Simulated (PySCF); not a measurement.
**C₄H₃FS: runs on many settings**

Which settings matter for C₄H₃FS (`F/C=C/C=C=S`), and how do bad ones show?

The runs use PySCF 2.14.0, with density-fitted response routines of our own; the level of theory stands in each step. All values are computed, except where a source is named. Atoms are numbered from 0 throughout.

## Step 1: The molecule as given

9 atoms, charge 0, multiplicity 1; geometry from: GFN2-xTB.

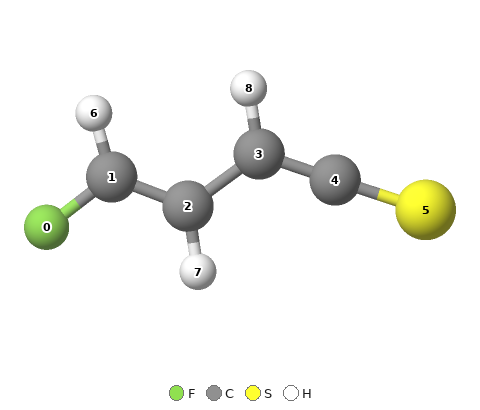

As it starts; fluorine green, carbon grey, sulfur yellow, hydrogen white, atoms numbered.

## Step 2: Ultraviolet spectrum: PBE0/6-31++G**

The job: settings as JSON, then the geometry in Å.

```
{"job": {"kind": "uv", "xc": "PBE0", "basis": "6-31++G**", "nstates": 1, "ntriplets": 0, "tda": true, "scf": {"max_cycle": 3}}, "charge": 0, "multiplicity": 1}
F      2.675118     0.127954    -0.545852
C      1.538761    -0.419601    -0.085602
C      0.436479     0.308530     0.067430
C     -0.798709    -0.246862     0.558415
C     -1.905841     0.430188     0.723009
S     -3.226989     1.220177     0.923508
H      1.648677    -1.472183     0.127242
H      0.452656     1.358850    -0.182445
H     -0.806590    -1.301058     0.807028
```

Level: TDA PBE0/6-31++G**, vertical, gas phase, core orbitals frozen in the response.

Started as:

```sh
> OMP_NUM_THREADS=1 python probes_run.py task.json out
```

The driver reads the jobs from task.json and runs them one after another.

Standard output:

```text
final grid: 84304 points
cycle   1  E = -651.7263565058  dE =  9.526e-01  |g| = 4.041e-01  |ddm| = 1.074e+01
cycle   2  E = -651.7019119111  dE =  2.444e-02  |g| = 5.532e-01  |ddm| = 4.280e+00
cycle   3  E = -651.7601897162  dE = -5.828e-02  |g| = 5.425e-02  |ddm| = 2.695e+00
SCF not converged, last energy = -651.7601897162
```

Run time: 1.1 s. Hardware: 1 thread of AMD EPYC 9R45, shared host; peak memory 0.56 GiB.

**What went wrong.** The cap of 3 cycles ended the SCF at a gradient of 5.4e-02. The remedy is to raise the cap. Numbers printed on the way are no properties of the molecule.

## Step 3: Nuclear shieldings: PBE0/6-31++G**

The job, as its differences from that of step 2:

```diff
@@ -1,2 +1,2 @@
-{"job": {"kind": "uv", "xc": "PBE0", "basis": "6-31++G**", "nstates": 1, "ntriplets": 0, "tda": true, "scf": {"max_cycle": 3}}, "charge": 0, "multiplicity": 1}
+{"job": {"kind": "nmr", "xc": "PBE0", "basis": "6-31++G**", "pop": false, "grid": 1}, "charge": 0, "multiplicity": 1}
 F      2.675118     0.127954    -0.545852
```

Method: GIAO PBE0/6-31++G** NMR shielding, non-relativistic, gas phase.

Standard output:

```text
final grid: 39752 points
cycle   1  E = -651.7263100222  dE =  9.525e-01  |g| = 4.040e-01  |ddm| = 1.075e+01
cycle   2  E = -651.7018786394  dE =  2.443e-02  |g| = 5.531e-01  |ddm| = 4.286e+00
cycle   3  E = -651.7601410856  dE = -5.826e-02  |g| = 5.424e-02  |ddm| = 2.698e+00
cycle   4  E = -651.7606861530  dE = -5.451e-04  |g| = 2.959e-02  |ddm| = 6.545e-01
cycle   5  E = -651.7608870956  dE = -2.009e-04  |g| = 1.200e-02  |ddm| = 2.166e-01
cycle   6  E = -651.7609258027  dE = -3.871e-05  |g| = 3.339e-03  |ddm| = 4.873e-02
cycle   7  E = -651.7609283700  dE = -2.567e-06  |g| = 1.403e-03  |ddm| = 1.037e-02
cycle   8  E = -651.7609288705  dE = -5.005e-07  |g| = 1.677e-04  |ddm| = 4.387e-03
cycle   9  E = -651.7609288774  dE = -6.905e-09  |g| = 9.818e-05  |ddm| = 1.093e-03
cycle  10  E = -651.7609288806  dE = -3.214e-09  |g| = 2.882e-05  |ddm| = 6.073e-04
cycle  11  E = -651.7609288808  dE = -1.862e-10  |g| = 1.632e-05  |ddm| = 1.238e-04
converged SCF energy = -651.7609288808

GIAO shielding tensors (ppm)
atom      isotropic    diamagn.    paramagn.     s11        s22        s33       span
  0 F      315.707     468.823    -153.116    216.763    330.258    400.099    183.336
  1 C       57.025     235.419    -178.394    -28.245     92.494    106.826    135.071
  2 C       98.913     265.263    -166.349      3.809    124.438    168.493    164.683
  3 C      133.581     279.195    -145.614     56.152    164.226    180.366    124.214
  4 C      -71.784     233.730    -305.513   -153.227    -47.085    -15.039    138.188
  5 S      149.565    1083.927    -934.363   -330.502    145.251    633.944    964.446
  6 H       24.687      25.397      -0.711     22.365     23.308     28.387      6.021
  7 H       25.601      30.509      -4.908     24.191     24.348     28.265      4.074
  8 H       25.921      28.693      -2.771     23.651     23.874     30.239      6.588
```

Run time: 3 s. Hardware: 1 thread of AMD EPYC 9R45, shared host; peak memory 0.58 GiB.

The references, computed at this level on geometries of the same kind, shield at (ppm): 1H TMS 31.85, 13C TMS 198.5, 19F CFCl3 191.1. Their shielding less the atom's gives the shift. The references are single molecules in the gas phase, so shifts against H2O, NH3, PH3, H3PO4 or CFCl3 are not on the usual liquid scales and can be off by tens of ppm.

```
atoms                           environment  σ (ppm)  δ (ppm)
   C4                       cumulene carbon    -71.8    270.2
   C1                 alkene CH bonded to F     57.0    141.4
   C2                             alkene CH     98.9     99.6
   C3                             alkene CH    133.6     64.9
   H6  hydrogen on an alkene CH bonded to F    24.69     7.17
   H7              hydrogen on an alkene CH    25.60     6.25
   H8              hydrogen on an alkene CH    25.92     5.93
   F0                      vinylic fluorine    315.7   -124.6
   S5                         thione sulfur      150        –
```

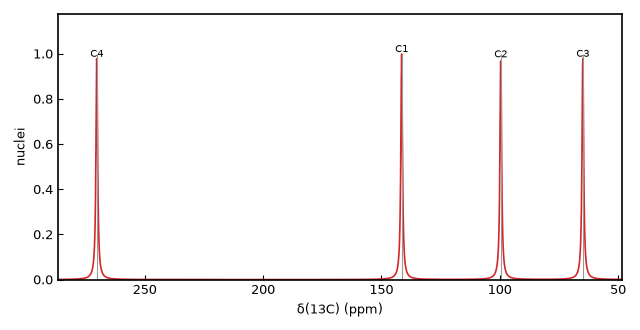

13C lines at the computed shifts, without couplings. Lines are broadened to a width of 0.82 ppm (Lorentzian).

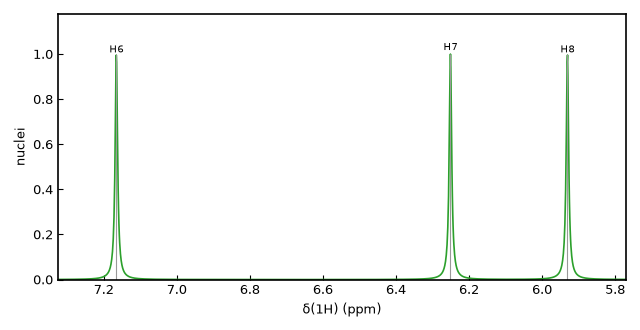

1H lines at the computed shifts, without couplings. Lines are broadened to a width of 0.01 ppm (Lorentzian).

## Step 4: TDDFT and polarisability: B97-2/def2-SVPD

The job, as its differences from that of step 3:

```diff
@@ -1,2 +1,2 @@
-{"job": {"kind": "nmr", "xc": "PBE0", "basis": "6-31++G**", "pop": false, "grid": 1}, "charge": 0, "multiplicity": 1}
+{"job": {"kind": "uv", "xc": "B97-2", "basis": "def2-SVPD", "nstates": 1, "ntriplets": 5, "tda": false, "scf": {"guess": "random", "max_cycle": 54}}, "charge": 0, "multiplicity": 1}
 F      2.675118     0.127954    -0.545852
```

Level: TDDFT B97-2/def2-SVPD, vertical, gas phase, core orbitals frozen in the response.

Standard output:

```text
start from random orthonormal orbitals
final grid: 84304 points
cycle   1  E = -565.8495449747  dE = -4.005e+02  |g| = 8.559e+00  |ddm| = 1.218e+04
cycle   2  E = -391.3255793970  dE =  1.745e+02  |g| = 1.699e+01  |ddm| = 3.803e+02
cycle   3  E = -619.8886919811  dE = -2.286e+02  |g| = 7.642e+00  |ddm| = 2.914e+02
cycle   4  E = -641.9872493036  dE = -2.210e+01  |g| = 3.724e+00  |ddm| = 7.423e+01
cycle   5  E = -648.9788475196  dE = -6.992e+00  |g| = 2.085e+00  |ddm| = 3.796e+01
cycle   6  E = -650.4071943466  dE = -1.428e+00  |g| = 2.032e+00  |ddm| = 6.538e+00
cycle   7  E = -651.6857266283  dE = -1.279e+00  |g| = 6.940e-01  |ddm| = 2.848e+00
cycle   8  E = -651.6157347082  dE =  6.999e-02  |g| = 7.672e-01  |ddm| = 1.707e+00
cycle   9  E = -651.8039543290  dE = -1.882e-01  |g| = 2.985e-01  |ddm| = 1.019e+00
cycle  10  E = -651.8349722328  dE = -3.102e-02  |g| = 9.670e-02  |ddm| = 5.594e-01
cycle  11  E = -651.8383829554  dE = -3.411e-03  |g| = 2.738e-02  |ddm| = 3.164e-01
cycle  12  E = -651.8385382474  dE = -1.553e-04  |g| = 1.420e-02  |ddm| = 6.209e-02
cycle  13  E = -651.8385942769  dE = -5.603e-05  |g| = 5.859e-03  |ddm| = 2.683e-02
cycle  14  E = -651.8386042702  dE = -9.993e-06  |g| = 8.758e-04  |ddm| = 1.079e-02
cycle  15  E = -651.8386044989  dE = -2.287e-07  |g| = 2.411e-04  |ddm| = 2.588e-03
cycle  16  E = -651.8386045152  dE = -1.632e-08  |g| = 4.730e-05  |ddm| = 6.407e-04
cycle  17  E = -651.8386045157  dE = -4.538e-10  |g| = 3.146e-05  |ddm| = 1.402e-04
converged SCF energy = -651.8386045157

Static polarisability (au): isotropic 80.648, principal 45.203 52.889 143.854

Singlet excitations
state   eV       nm        f      main configurations
  1   2.1116    587.2   0.00000   H->L 0.99

Triplet excitations (Tamm-Dancoff, eV): 1.8275 3.1028 4.0596 4.4602 5.0270
```

It took 6.1 s on 1 thread of AMD EPYC 9R45, shared host; peak memory 0.67 GiB.

Despite a poor start guess, the SCF converged in 17 cycles.

Frontier orbitals and where they lie:

```csv
orbital,eV,atoms
HOMO−3,-10.61,"C4 35 %, C3 24 %, S5 24 %"
HOMO−2,-9.22,"S5 54 %, C4 31 %, C3 7 %"
HOMO−1,-8.47,"C2 26 %, S5 25 %, C1 15 %"
HOMO,-5.99,"S5 30 %, C3 18 %, C4 16 %"
LUMO,-2.53,"S5 41 %, C4 40 %, C3 9 %"
LUMO+1,-0.93,"C1 24 %, C4 21 %, S5 18 %"
LUMO+2,0.65,"S5 52 %, C4 15 %, C3 13 %"
```

Ground-state properties from the same run:

```
           property  computed
  dipole moment (D)      1.25
polarisability (Å³)     11.95
 HOMO–LUMO gap (eV)      3.46
      −ε(HOMO) (eV)      5.99
```

## Step 5: Ultraviolet spectrum: PBE0/def2-SVPD in methanol

The job, as its differences from that of step 4:

```diff
@@ -1,2 +1,2 @@
-{"job": {"kind": "uv", "xc": "B97-2", "basis": "def2-SVPD", "nstates": 1, "ntriplets": 5, "tda": false, "scf": {"guess": "random", "max_cycle": 54}}, "charge": 0, "multiplicity": 1}
+{"job": {"kind": "uv", "xc": "PBE0", "basis": "def2-SVPD", "solvent": "methanol", "nstates": 6, "ntriplets": 5, "tda": false}, "charge": 0, "multiplicity": 1}
 F      2.675118     0.127954    -0.545852
```

With the program's defaults for keys left out, this is: TDDFT PBE0/def2-SVPD, vertical, IEF-PCM methanol (non-equilibrium linear response), core orbitals frozen in the response.

Standard output:

```text
coarse grid: 8920 points
cycle   1  E = -651.3748894844  dE =  8.851e-01  |g| = 3.974e-01  |ddm| = 4.861e+00
cycle   2  E = -651.3525323379  dE =  2.236e-02  |g| = 5.301e-01  |ddm| = 1.141e+00
cycle   3  E = -651.4062851612  dE = -5.375e-02  |g| = 4.872e-02  |ddm| = 5.871e-01
cycle   4  E = -651.4067780812  dE = -4.929e-04  |g| = 2.250e-02  |ddm| = 1.176e-01
cycle   5  E = -651.4068869237  dE = -1.088e-04  |g| = 9.299e-03  |ddm| = 4.215e-02
cycle   6  E = -651.4069076544  dE = -2.073e-05  |g| = 2.494e-03  |ddm| = 1.734e-02
cycle   7  E = -651.4069090922  dE = -1.438e-06  |g| = 9.156e-04  |ddm| = 4.976e-03
final grid: 84304 points
cycle   8  E = -651.4784911188  dE = -1.247e-05  |g| = 7.390e-03  |ddm| = 9.485e-02
cycle   9  E = -651.4784632893  dE =  2.783e-05  |g| = 1.223e-02  |ddm| = 3.182e-02
cycle  10  E = -651.4785066382  dE = -4.335e-05  |g| = 1.366e-03  |ddm| = 2.010e-02
cycle  11  E = -651.4785071419  dE = -5.037e-07  |g| = 2.231e-04  |ddm| = 2.196e-03
cycle  12  E = -651.4785071531  dE = -1.120e-08  |g| = 1.031e-04  |ddm| = 4.837e-04
cycle  13  E = -651.4785071554  dE = -2.297e-09  |g| = 1.843e-05  |ddm| = 1.487e-04
cycle  14  E = -651.4785071555  dE = -7.549e-11  |g| = 1.017e-05  |ddm| = 4.819e-05
converged SCF energy = -651.4785071555

Static polarisability (au): isotropic 114.343, principal 62.215 70.661 210.153

Singlet excitations
state   eV       nm        f      main configurations
  1   2.1720    570.8   0.00000   H->L 0.99
  2   4.8624    255.0   0.00004   H-1->L 0.96
  3   4.8941    253.3   0.61787   H->L+1 0.89
  4   5.6529    219.3   0.01870   H->L+2 0.99
  5   6.1480    201.7   0.63560   H-2->L 0.63, H->L+4 0.12
  6   6.3042    196.7   0.00014   H->L+3 0.96

Triplet excitations (Tamm-Dancoff, eV): 1.8356 3.0130 3.9557 4.5545 4.9197
```

Run time: 5.7 s. Hardware: 1 thread of AMD EPYC 9R45, shared host; peak memory 0.69 GiB.

In short: HOMO -6.10 eV, LUMO -2.30 eV; lowest singlet 2.17 eV.

## Step 6: Indirect couplings: B97-2/6-31G-J

The job, as its differences from that of step 5:

```diff
@@ -1,2 +1,2 @@
-{"job": {"kind": "uv", "xc": "PBE0", "basis": "def2-SVPD", "solvent": "methanol", "nstates": 6, "ntriplets": 5, "tda": false}, "charge": 0, "multiplicity": 1}
+{"job": {"kind": "j", "xc": "B97-2", "basis": "6-31G-J", "scf": {"guess": "random", "max_cycle": 94}}, "charge": 0, "multiplicity": 1}
 F      2.675118     0.127954    -0.545852
```

Level: B97-2/6-31G-J.

Standard output:

```text
KeyError: 'Element f (Z=9) not found in basis 6-31G-J version 0'
```

Hardware: 1 thread of AMD EPYC 9R45, shared host.

**What went wrong.** The basis 6-31G-J has no functions for an element of the molecule, so the input was refused before any integral. The remedy is to choose a basis that covers all elements.

## Step 7: Side by side: electronic excitations

Excitations and ground-state properties, with basis size and wall time:

| run | lowest singlet (eV) | brightest (eV) | f | gap (eV) | α (Å³) | μ (D) | functions | time |
| --- | --- | --- | --- | --- | --- | --- | --- | --- |
| B97-2/def2-SVPD | 2.11 | 2.11 | 0.000 | 3.46 | 11.95 | 1.25 | 154 | 6.1 s |
| PBE0/def2-SVPD in methanol | 2.17 | 6.15 | 0.636 | 3.80 | 16.94 | 1.63 | 154 | 5.7 s |

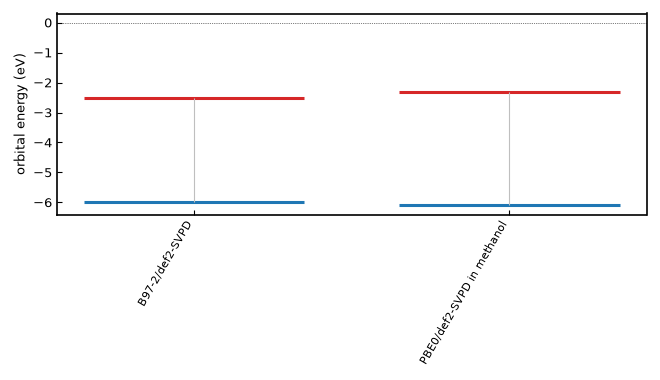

HOMO (blue) and LUMO (red) run by run.

## Step 8: Results

| quantity | value |
| --- | --- |
| 13C shifts against TMS (PBE0/6-31++G**) | 270.2, 141.4, 99.6, 64.9 ppm |
| 1H shifts against TMS (PBE0/6-31++G**) | 7.17, 6.25, 5.93 ppm |
| 19F shifts against CFCl3 (PBE0/6-31++G**) | -124.6 ppm |
| shieldings of S (PBE0/6-31++G**) | S5 149.6 ppm |
| lowest singlet (B97-2/def2-SVPD) | 2.11 eV (587 nm), f = 0.000 |
| lowest triplet | 1.83 eV |
| range of the lowest singlet | 2.11 to 2.17 eV |
| property runs in this session | 5, of which 2 failed and 0 gave unsound results |

**Reading.** Single values in the summary come from the first sound run of each kind (B97-2/def2-SVPD; PBE0/6-31++G**), which need not be the best level. At PBE0/6-31++G**: The largest span, 964 ppm, is at S5, where the paramagnetic term is -934 ppm. The lowest singlet, at 2.11 eV, is HOMO→LUMO 0.99 and is dark. The lowest triplet lies 0.28 eV below the lowest singlet (triplets in Tamm-Dancoff, singlets in full TDDFT). The lowest singlet runs from 2.11 eV (B97-2/def2-SVPD) to 2.17 eV (PBE0/def2-SVPD in methanol), while the orbital gap spans 3.46 to 3.80 eV. The lowest state need not be the same one in every run. The runs solved for a few states only, so the brightest column depends on that window.
